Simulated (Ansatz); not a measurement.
# TiH (quartet): HSE06, B2PLYP over a scan of the distance Ti1–H2, def2-TZVP, part 1 of 2

How well do these functionals follow the top wave-function level for TiH (quartet) over a scan of the distance Ti1–H2?

Computed with Ansatz 0.2.0, Gaussian basis. Level: def2-TZVP, all electrons in the functionals, frozen cores in the correlation of double hybrids and RPA.

To be run: HSE06, B2PLYP, at 1.428 Å; 1.571 Å; 1.754 Å; 1.935 Å; 2.141 Å; 2.398 Å; 2.854 Å; 3.245 Å; 3.912 Å; 4.635 Å; 5.850 Å.

47 further runs of the same task are left out: 33 for a known fault of the program, 12 that didn't finish, 2 set aside as unsound or not needed. Runs told in other sessions of the task aren't counted.

**1. The geometry**

The geometry derives from a PBE0/def2-TZVP stationary point (not a proven minimum). One bond is set to the value named and the two fragments are kept rigid.

2 atoms, charge 0, spin multiplicity 4.

Atoms are counted from 1 here; the program's logs count them from 0.

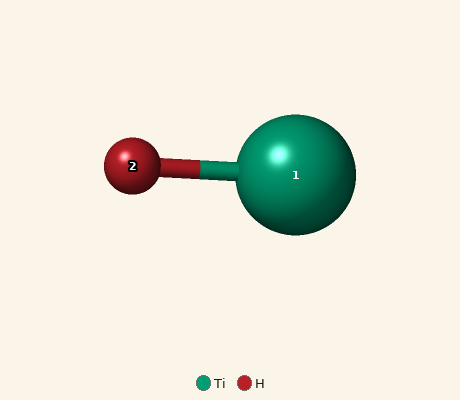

The structure; titanium teal, hydrogen red; atoms are numbered from 1 in the order of the file.

No dispersion term is added. HSE06 is the plane-wave form.

The geometry shown and the zero of energy belong to the point 1.754 Å. The yardstick, FCI, and other wave-function levels (R restricted, U unrestricted, valence and pair active spaces) come from earlier runs.

**2. HSE06, 1.428 Å**

in.yaml reads:

```yaml
crystal:
  periodic: [false, false, false]
  atoms:
    - {symbol: Ti, position_ang: [0.000000, 0.000000, 0.000000]}
    - {symbol: H, position_ang: [0.000000, 0.000000, 1.428000]}
basis:
  gaussian: {orbitals: def2-TZVP}
magnetization: {spin_polarized: true, initial_magnetization: 3}
hamiltonian: {xc: {name: HSE06}}
```

Command:

```console
$ ansatz run in.yaml --threads 1 --pin off --events-out ev --progress --plain --max-ram 2393MiB
```

Standard output:

```text
Functional definition: HSE06
  name "HSE06"
  cite "Heyd, Scuseria & Ernzerhof, J. Chem. Phys. 118, 8207 (2003) doi:10.1063/1.1564060"
  cite "Krukau, Vydrov, Izmaylov & Scuseria, J. Chem. Phys. 125, 224106 (2006) doi:10.1063/1.2404663"
  cite "Heyd & Scuseria, J. Chem. Phys. 120, 7274 (2004) doi:10.1063/1.1668634"
  cite "Ernzerhof & Perdew, J. Chem. Phys. 109, 3313 (1998) doi:10.1063/1.476928"
  cite "Perdew, Burke & Ernzerhof, Phys. Rev. Lett. 77, 3865 (1996) doi:10.1103/PhysRevLett.77.3865"
  parent pbe
  parameter a = 0.25
  parameter omega = 0.11/bohr
  # The whole range is PBE's own exchange, as in plane waves. The composition of these papers is wPBEh.
  exchange = pbe_x - a*pbe_x_sr(omega) + a*exact_x_sr(omega)
  correlation = pbe_c
452 factors; integrals over basis functions are off by at most 1.3e-3 eV
43 factors; integrals over basis functions are off by at most 2.7e-6 eV
mean field evaluation 1: about -23116.2828 eV, gradient 3.3e1 eV
mean field evaluation 2: about -23100.8008 eV, gradient 6.4e1 eV
mean field evaluation 4: about -23121.2183 eV, gradient 3.8e0 eV
mean field evaluation 8: about -23121.3078 eV, gradient 3.6e-1 eV
mean field evaluation 16: about -23121.3090 eV, gradient 3.0e-3 eV
mean field evaluation 32: about -23121.7243 eV, gradient 3.7e-1 eV
mean field evaluation 64: about -23121.3019 eV, gradient 3.2e0 eV
mean field -23121.72513782 eV, -849.7077263467 hartree, gradient 6.8e-6 eV, S^2 3.759979; 9 other end points of the search recorded, 0 dependent functions left out
reference -23121.72517747 eV, -849.7077278038 hartree; 13, 10 occupied and 38, 41 virtual orbitals, 452 factors
Total energy: -23121.72517747 eV, -849.7077278038 hartree
```

Wall time 7.5 s (1 thread of Arm Neoverse V2, shared host).

From the report: ⟨S²⟩ of the determinant 3.760 (pure quartet: 3.75).

**3. HSE06, 1.571 Å**

Edit in.yaml of step 2 so:

```diff
@@ -4,3 +4,3 @@
     - {symbol: Ti, position_ang: [0.000000, 0.000000, 0.000000]}
-    - {symbol: H, position_ang: [0.000000, 0.000000, 1.428000]}
+    - {symbol: H, position_ang: [0.000000, 0.000000, 1.571000]}
 basis:
```

Same command.

Standard output (excerpt; [...] marks lines left out):

```text
Functional definition: HSE06
  name "HSE06"
  cite "Heyd, Scuseria & Ernzerhof, J. Chem. Phys. 118, 8207 (2003) doi:10.1063/1.1564060"
  cite "Krukau, Vydrov, Izmaylov & Scuseria, J. Chem. Phys. 125, 224106 (2006) doi:10.1063/1.2404663"
  cite "Heyd & Scuseria, J. Chem. Phys. 120, 7274 (2004) doi:10.1063/1.1668634"
  cite "Ernzerhof & Perdew, J. Chem. Phys. 109, 3313 (1998) doi:10.1063/1.476928"
  cite "Perdew, Burke & Ernzerhof, Phys. Rev. Lett. 77, 3865 (1996) doi:10.1103/PhysRevLett.77.3865"
  parent pbe
[...]
  # The whole range is PBE's own exchange, as in plane waves. The composition of these papers is wPBEh.
[...]
454 factors; integrals over basis functions are off by at most 7.5e-4 eV
43 factors; integrals over basis functions are off by at most 3.0e-6 eV
[...]
mean field -23122.26263830 eV, -849.7274791249 hartree, gradient 1.2e-5 eV, S^2 3.761428; 9 other end points of the search recorded, 0 dependent functions left out
reference -23122.26267950 eV, -849.7274806392 hartree; 13, 10 occupied and 38, 41 virtual orbitals, 454 factors
Total energy: -23122.26267950 eV, -849.7274806392 hartree
```

Wall time 7.5 s (1 thread of Arm Neoverse V2, shared host).

From the report: ⟨S²⟩ of the determinant 3.761 (pure quartet: 3.75).

**4. HSE06, 1.754 Å**

Edit in.yaml of step 3 so:

```diff
@@ -4,3 +4,3 @@
     - {symbol: Ti, position_ang: [0.000000, 0.000000, 0.000000]}
-    - {symbol: H, position_ang: [0.000000, 0.000000, 1.571000]}
+    - {symbol: H, position_ang: [0.000000, 0.000000, 1.753968]}
 basis:
```

Same command.

Standard output (excerpt; [...] marks lines left out):

```text
Functional definition: HSE06
  name "HSE06"
  cite "Heyd, Scuseria & Ernzerhof, J. Chem. Phys. 118, 8207 (2003) doi:10.1063/1.1564060"
  cite "Krukau, Vydrov, Izmaylov & Scuseria, J. Chem. Phys. 125, 224106 (2006) doi:10.1063/1.2404663"
  cite "Heyd & Scuseria, J. Chem. Phys. 120, 7274 (2004) doi:10.1063/1.1668634"
  cite "Ernzerhof & Perdew, J. Chem. Phys. 109, 3313 (1998) doi:10.1063/1.476928"
  cite "Perdew, Burke & Ernzerhof, Phys. Rev. Lett. 77, 3865 (1996) doi:10.1103/PhysRevLett.77.3865"
  parent pbe
[...]
  # The whole range is PBE's own exchange, as in plane waves. The composition of these papers is wPBEh.
[...]
452 factors; integrals over basis functions are off by at most 1.3e-3 eV
43 factors; integrals over basis functions are off by at most 3.3e-6 eV
[...]
mean field -23122.45234439 eV, -849.7344506954 hartree, gradient 9.2e-6 eV, S^2 3.763520; 10 other end points of the search recorded, 0 dependent functions left out
reference -23122.45238664 eV, -849.7344522478 hartree; 13, 10 occupied and 38, 41 virtual orbitals, 452 factors
Total energy: -23122.45238664 eV, -849.7344522478 hartree
```

It took 13 s on 1 thread of Arm Neoverse V2, shared host.

From the report: ⟨S²⟩ of the determinant 3.764 (pure quartet: 3.75).

**5. HSE06, 1.935 Å**

Edit in.yaml of step 4 so:

```diff
@@ -4,3 +4,3 @@
     - {symbol: Ti, position_ang: [0.000000, 0.000000, 0.000000]}
-    - {symbol: H, position_ang: [0.000000, 0.000000, 1.753968]}
+    - {symbol: H, position_ang: [0.000000, 0.000000, 1.935000]}
 basis:
```

Same command.

Standard output (excerpt; [...] marks lines left out):

```text
Functional definition: HSE06
  name "HSE06"
  cite "Heyd, Scuseria & Ernzerhof, J. Chem. Phys. 118, 8207 (2003) doi:10.1063/1.1564060"
  cite "Krukau, Vydrov, Izmaylov & Scuseria, J. Chem. Phys. 125, 224106 (2006) doi:10.1063/1.2404663"
  cite "Heyd & Scuseria, J. Chem. Phys. 120, 7274 (2004) doi:10.1063/1.1668634"
  cite "Ernzerhof & Perdew, J. Chem. Phys. 109, 3313 (1998) doi:10.1063/1.476928"
  cite "Perdew, Burke & Ernzerhof, Phys. Rev. Lett. 77, 3865 (1996) doi:10.1103/PhysRevLett.77.3865"
  parent pbe
[...]
  # The whole range is PBE's own exchange, as in plane waves. The composition of these papers is wPBEh.
[...]
450 factors; integrals over basis functions are off by at most 1.5e-3 eV
43 factors; integrals over basis functions are off by at most 3.5e-6 eV
[...]
mean field -23122.33134151 eV, -849.7300039213 hartree, gradient 1.1e-5 eV, S^2 3.766449; 9 other end points of the search recorded, 0 dependent functions left out
reference -23122.33138374 eV, -849.7300054734 hartree; 13, 10 occupied and 38, 41 virtual orbitals, 450 factors
Total energy: -23122.33138374 eV, -849.7300054734 hartree
```

Wall time 10 s (1 thread of Arm Neoverse V2, shared host).

From the report: ⟨S²⟩ of the determinant 3.766 (pure quartet: 3.75).

From 1.754 Å: +0.121 eV.

**6. HSE06, 2.141 Å**

Edit in.yaml of step 5 so:

```diff
@@ -4,3 +4,3 @@
     - {symbol: Ti, position_ang: [0.000000, 0.000000, 0.000000]}
-    - {symbol: H, position_ang: [0.000000, 0.000000, 1.935000]}
+    - {symbol: H, position_ang: [0.000000, 0.000000, 2.141000]}
 basis:
```

Same command.

Standard output (excerpt; [...] marks lines left out):

```text
Functional definition: HSE06
  name "HSE06"
  cite "Heyd, Scuseria & Ernzerhof, J. Chem. Phys. 118, 8207 (2003) doi:10.1063/1.1564060"
  cite "Krukau, Vydrov, Izmaylov & Scuseria, J. Chem. Phys. 125, 224106 (2006) doi:10.1063/1.2404663"
  cite "Heyd & Scuseria, J. Chem. Phys. 120, 7274 (2004) doi:10.1063/1.1668634"
  cite "Ernzerhof & Perdew, J. Chem. Phys. 109, 3313 (1998) doi:10.1063/1.476928"
  cite "Perdew, Burke & Ernzerhof, Phys. Rev. Lett. 77, 3865 (1996) doi:10.1103/PhysRevLett.77.3865"
  parent pbe
[...]
  # The whole range is PBE's own exchange, as in plane waves. The composition of these papers is wPBEh.
[...]
450 factors; integrals over basis functions are off by at most 1.3e-3 eV
43 factors; integrals over basis functions are off by at most 3.6e-6 eV
[...]
mean field -23122.01234480 eV, -849.7182810087 hartree, gradient 9.2e-6 eV, S^2 3.772266; 9 other end points of the search recorded, 0 dependent functions left out
reference -23122.01238609 eV, -849.7182825258 hartree; 13, 10 occupied and 38, 41 virtual orbitals, 450 factors
Total energy: -23122.01238609 eV, -849.7182825258 hartree
```

Wall time 11 s (1 thread of Arm Neoverse V2, shared host).

From the report: ⟨S²⟩ of the determinant 3.772 (pure quartet: 3.75).

From 1.754 Å: +0.440 eV.

**7. HSE06, 2.398 Å**

Edit in.yaml of step 6 so:

```diff
@@ -4,3 +4,3 @@
     - {symbol: Ti, position_ang: [0.000000, 0.000000, 0.000000]}
-    - {symbol: H, position_ang: [0.000000, 0.000000, 2.141000]}
+    - {symbol: H, position_ang: [0.000000, 0.000000, 2.398000]}
 basis:
```

Same command.

Standard output (excerpt; [...] marks lines left out):

```text
Functional definition: HSE06
  name "HSE06"
  cite "Heyd, Scuseria & Ernzerhof, J. Chem. Phys. 118, 8207 (2003) doi:10.1063/1.1564060"
  cite "Krukau, Vydrov, Izmaylov & Scuseria, J. Chem. Phys. 125, 224106 (2006) doi:10.1063/1.2404663"
  cite "Heyd & Scuseria, J. Chem. Phys. 120, 7274 (2004) doi:10.1063/1.1668634"
  cite "Ernzerhof & Perdew, J. Chem. Phys. 109, 3313 (1998) doi:10.1063/1.476928"
  cite "Perdew, Burke & Ernzerhof, Phys. Rev. Lett. 77, 3865 (1996) doi:10.1103/PhysRevLett.77.3865"
  parent pbe
[...]
  # The whole range is PBE's own exchange, as in plane waves. The composition of these papers is wPBEh.
[...]
450 factors; integrals over basis functions are off by at most 5.3e-4 eV
43 factors; integrals over basis functions are off by at most 3.7e-6 eV
[...]
mean field -23121.51577700 eV, -849.7000324786 hartree, gradient 7.2e-6 eV, S^2 3.791595; 11 other end points of the search recorded, 0 dependent functions left out
reference -23121.51581710 eV, -849.7000339520 hartree; 13, 10 occupied and 38, 41 virtual orbitals, 450 factors
Total energy: -23121.51581710 eV, -849.7000339520 hartree
```

Wall time 14 s (1 thread of Arm Neoverse V2, shared host).

From the report: ⟨S²⟩ of the determinant 3.792 (pure quartet: 3.75).

From 1.754 Å: +0.937 eV.

**8. HSE06, 2.854 Å**

Edit in.yaml of step 7 so:

```diff
@@ -4,3 +4,3 @@
     - {symbol: Ti, position_ang: [0.000000, 0.000000, 0.000000]}
-    - {symbol: H, position_ang: [0.000000, 0.000000, 2.398000]}
+    - {symbol: H, position_ang: [0.000000, 0.000000, 2.854000]}
 basis:
```

The command is unchanged.

Standard output (excerpt; [...] marks lines left out):

```text
Functional definition: HSE06
  name "HSE06"
  cite "Heyd, Scuseria & Ernzerhof, J. Chem. Phys. 118, 8207 (2003) doi:10.1063/1.1564060"
  cite "Krukau, Vydrov, Izmaylov & Scuseria, J. Chem. Phys. 125, 224106 (2006) doi:10.1063/1.2404663"
  cite "Heyd & Scuseria, J. Chem. Phys. 120, 7274 (2004) doi:10.1063/1.1668634"
  cite "Ernzerhof & Perdew, J. Chem. Phys. 109, 3313 (1998) doi:10.1063/1.476928"
  cite "Perdew, Burke & Ernzerhof, Phys. Rev. Lett. 77, 3865 (1996) doi:10.1103/PhysRevLett.77.3865"
  parent pbe
[...]
  # The whole range is PBE's own exchange, as in plane waves. The composition of these papers is wPBEh.
[...]
450 factors; integrals over basis functions are off by at most 3.6e-4 eV
43 factors; integrals over basis functions are off by at most 3.8e-6 eV
[...]
mean field -23120.69901325 eV, -849.6700169645 hartree, gradient 3.0e-6 eV, S^2 4.032978; 13 other end points of the search recorded, 0 dependent functions left out
reference -23120.69905524 eV, -849.6700185073 hartree; 13, 10 occupied and 38, 41 virtual orbitals, 450 factors
Total energy: -23120.69905524 eV, -849.6700185073 hartree
```

It took 20 s on 1 thread of Arm Neoverse V2, shared host.

From the report: ⟨S²⟩ of the determinant 4.033 (pure quartet: 3.75).

From 1.754 Å: +1.753 eV.

**9. HSE06, 3.245 Å**

Edit in.yaml of step 8 so:

```diff
@@ -4,3 +4,3 @@
     - {symbol: Ti, position_ang: [0.000000, 0.000000, 0.000000]}
-    - {symbol: H, position_ang: [0.000000, 0.000000, 2.854000]}
+    - {symbol: H, position_ang: [0.000000, 0.000000, 3.245000]}
 basis:
```

Launched as before.

Standard output (excerpt; [...] marks lines left out):

```text
Functional definition: HSE06
  name "HSE06"
  cite "Heyd, Scuseria & Ernzerhof, J. Chem. Phys. 118, 8207 (2003) doi:10.1063/1.1564060"
  cite "Krukau, Vydrov, Izmaylov & Scuseria, J. Chem. Phys. 125, 224106 (2006) doi:10.1063/1.2404663"
  cite "Heyd & Scuseria, J. Chem. Phys. 120, 7274 (2004) doi:10.1063/1.1668634"
  cite "Ernzerhof & Perdew, J. Chem. Phys. 109, 3313 (1998) doi:10.1063/1.476928"
  cite "Perdew, Burke & Ernzerhof, Phys. Rev. Lett. 77, 3865 (1996) doi:10.1103/PhysRevLett.77.3865"
  parent pbe
[...]
  # The whole range is PBE's own exchange, as in plane waves. The composition of these papers is wPBEh.
[...]
450 factors; integrals over basis functions are off by at most 3.9e-4 eV
43 factors; integrals over basis functions are off by at most 3.8e-6 eV
[...]
mean field -23120.25893208 eV, -849.6538442795 hartree, gradient 6.9e-6 eV, S^2 4.319277; 16 other end points of the search recorded, 0 dependent functions left out
reference -23120.25897482 eV, -849.6538458504 hartree; 13, 10 occupied and 38, 41 virtual orbitals, 450 factors
Total energy: -23120.25897482 eV, -849.6538458504 hartree
```

Wall time 25 s (1 thread of Arm Neoverse V2, shared host).

From the report: ⟨S²⟩ of the determinant 4.319 (pure quartet: 3.75). The determinant of HSE06 (⟨S²⟩ 4.32) is far from a pure spin state, so its energy mixes those of several spin states; that is harmless only where they are near-degenerate.

From 1.754 Å: +2.193 eV.

**10. HSE06, 3.912 Å**

Edit in.yaml of step 9 so:

```diff
@@ -4,3 +4,3 @@
     - {symbol: Ti, position_ang: [0.000000, 0.000000, 0.000000]}
-    - {symbol: H, position_ang: [0.000000, 0.000000, 3.245000]}
+    - {symbol: H, position_ang: [0.000000, 0.000000, 3.912000]}
 basis:
```

Same command.

Standard output (excerpt; [...] marks lines left out):

```text
Functional definition: HSE06
  name "HSE06"
  cite "Heyd, Scuseria & Ernzerhof, J. Chem. Phys. 118, 8207 (2003) doi:10.1063/1.1564060"
  cite "Krukau, Vydrov, Izmaylov & Scuseria, J. Chem. Phys. 125, 224106 (2006) doi:10.1063/1.2404663"
  cite "Heyd & Scuseria, J. Chem. Phys. 120, 7274 (2004) doi:10.1063/1.1668634"
  cite "Ernzerhof & Perdew, J. Chem. Phys. 109, 3313 (1998) doi:10.1063/1.476928"
  cite "Perdew, Burke & Ernzerhof, Phys. Rev. Lett. 77, 3865 (1996) doi:10.1103/PhysRevLett.77.3865"
  parent pbe
[...]
  # The whole range is PBE's own exchange, as in plane waves. The composition of these papers is wPBEh.
[...]
450 factors; integrals over basis functions are off by at most 7.5e-4 eV
43 factors; integrals over basis functions are off by at most 6.0e-6 eV
[...]
mean field -23119.91949727 eV, -849.6413702804 hartree, gradient 2.3e-6 eV, S^2 4.613414; 22 other end points of the search recorded, 0 dependent functions left out
reference -23119.91953841 eV, -849.6413717923 hartree; 13, 10 occupied and 38, 41 virtual orbitals, 450 factors
Total energy: -23119.91953841 eV, -849.6413717923 hartree
```

Wall time 42 s (1 thread of Arm Neoverse V2, shared host).

From the report: ⟨S²⟩ of the determinant 4.613 (pure quartet: 3.75). The determinant of HSE06 (⟨S²⟩ 4.61) is far from a pure spin state, so its energy mixes those of several spin states; that is harmless only where they are near-degenerate.

From 1.754 Å: +2.533 eV.

**11. HSE06, 4.635 Å**

Edit in.yaml of step 10 so:

```diff
@@ -4,3 +4,3 @@
     - {symbol: Ti, position_ang: [0.000000, 0.000000, 0.000000]}
-    - {symbol: H, position_ang: [0.000000, 0.000000, 3.912000]}
+    - {symbol: H, position_ang: [0.000000, 0.000000, 4.635000]}
 basis:
```

Same command.

Standard output (excerpt; [...] marks lines left out):

```text
Functional definition: HSE06
  name "HSE06"
  cite "Heyd, Scuseria & Ernzerhof, J. Chem. Phys. 118, 8207 (2003) doi:10.1063/1.1564060"
  cite "Krukau, Vydrov, Izmaylov & Scuseria, J. Chem. Phys. 125, 224106 (2006) doi:10.1063/1.2404663"
  cite "Heyd & Scuseria, J. Chem. Phys. 120, 7274 (2004) doi:10.1063/1.1668634"
  cite "Ernzerhof & Perdew, J. Chem. Phys. 109, 3313 (1998) doi:10.1063/1.476928"
  cite "Perdew, Burke & Ernzerhof, Phys. Rev. Lett. 77, 3865 (1996) doi:10.1103/PhysRevLett.77.3865"
  parent pbe
[...]
  # The whole range is PBE's own exchange, as in plane waves. The composition of these papers is wPBEh.
[...]
450 factors; integrals over basis functions are off by at most 8.4e-4 eV
43 factors; integrals over basis functions are off by at most 1.0e-5 eV
[...]
mean field -23119.77405327 eV, -849.6360253119 hartree, gradient 1.7e-6 eV, S^2 3.773055; 9 other end points of the search recorded, 0 dependent functions left out
reference -23119.77408969 eV, -849.6360266502 hartree; 13, 10 occupied and 38, 41 virtual orbitals, 450 factors
Total energy: -23119.77408969 eV, -849.6360266502 hartree
```

Run time: 16 s. Hardware: 1 thread of Arm Neoverse V2, shared host.

From the report: ⟨S²⟩ of the determinant 3.773 (pure quartet: 3.75).

From 1.754 Å: +2.678 eV.

**12. HSE06, 5.850 Å**

Edit in.yaml of step 11 so:

```diff
@@ -4,3 +4,3 @@
     - {symbol: Ti, position_ang: [0.000000, 0.000000, 0.000000]}
-    - {symbol: H, position_ang: [0.000000, 0.000000, 4.635000]}
+    - {symbol: H, position_ang: [0.000000, 0.000000, 5.850000]}
 basis:
```

Same command.

Standard output (excerpt; [...] marks lines left out):

```text
Functional definition: HSE06
  name "HSE06"
  cite "Heyd, Scuseria & Ernzerhof, J. Chem. Phys. 118, 8207 (2003) doi:10.1063/1.1564060"
  cite "Krukau, Vydrov, Izmaylov & Scuseria, J. Chem. Phys. 125, 224106 (2006) doi:10.1063/1.2404663"
  cite "Heyd & Scuseria, J. Chem. Phys. 120, 7274 (2004) doi:10.1063/1.1668634"
  cite "Ernzerhof & Perdew, J. Chem. Phys. 109, 3313 (1998) doi:10.1063/1.476928"
  cite "Perdew, Burke & Ernzerhof, Phys. Rev. Lett. 77, 3865 (1996) doi:10.1103/PhysRevLett.77.3865"
  parent pbe
[...]
  # The whole range is PBE's own exchange, as in plane waves. The composition of these papers is wPBEh.
[...]
450 factors; integrals over basis functions are off by at most 6.0e-4 eV
43 factors; integrals over basis functions are off by at most 1.9e-5 eV
[...]
mean field -23119.76941378 eV, -849.6358548138 hartree, gradient 7.6e-8 eV, S^2 3.752742; 6 other end points of the search recorded, 0 dependent functions left out
reference -23119.76945465 eV, -849.6358563158 hartree; 13, 10 occupied and 38, 41 virtual orbitals, 450 factors
Total energy: -23119.76945465 eV, -849.6358563158 hartree
```

It took 54 s on 1 thread of Arm Neoverse V2, shared host.

From the report: ⟨S²⟩ of the determinant 3.753 (pure quartet: 3.75).

From 1.754 Å: +2.683 eV.

**13. B2PLYP, 1.428 Å**

in.yaml reads:

```yaml
crystal:
  periodic: [false, false, false]
  atoms:
    - {symbol: Ti, position_ang: [0.000000, 0.000000, 0.000000]}
    - {symbol: H, position_ang: [0.000000, 0.000000, 1.428000]}
basis:
  gaussian: {orbitals: def2-TZVP}
magnetization: {spin_polarized: true, initial_magnetization: 3}
hamiltonian: {xc: {name: B2PLYP}}
correlation: {electrons: outside_noble_gas}
```

Launched as before.

Standard output (excerpt; [...] marks lines left out):

```text
Functional definition: B2PLYP
  name "B2PLYP"
  cite "Grimme, J. Chem. Phys. 124, 034108 (2006) doi:10.1063/1.2148954"
  cite "Becke, Phys. Rev. A 38, 3098 (1988) doi:10.1103/PhysRevA.38.3098"
  cite "Lee, Yang & Parr, Phys. Rev. B 37, 785 (1988) doi:10.1103/PhysRevB.37.785"
[...]
452 factors; integrals over basis functions are off by at most 1.3e-3 eV
[...]
mean field -23119.79893133 eV, -849.6369395637 hartree, gradient 2.5e-6 eV, S^2 3.760848; 8 other end points of the search recorded, 0 dependent functions left out
9 core orbitals not correlated: weight in the atoms' cores, before any rotation towards them, 0.998 or more for the frozen orbitals, at most 0.001 for the correlated occupied ones
reference -23119.79903757 eV, -849.6369434680 hartree; 4, 1 occupied and 38, 41 virtual orbitals, 452 factors
second order -1.98296635 eV of doubles, -0.00000000 eV of singles
Total energy: -23120.33443848 eV, -849.6566190887 hartree
```

Run time: 7.5 s. Hardware: 1 thread of Arm Neoverse V2, shared host.

From the report: ⟨S²⟩ of the determinant 3.761 (pure quartet: 3.75).

(Continued in part 2 of 2.)
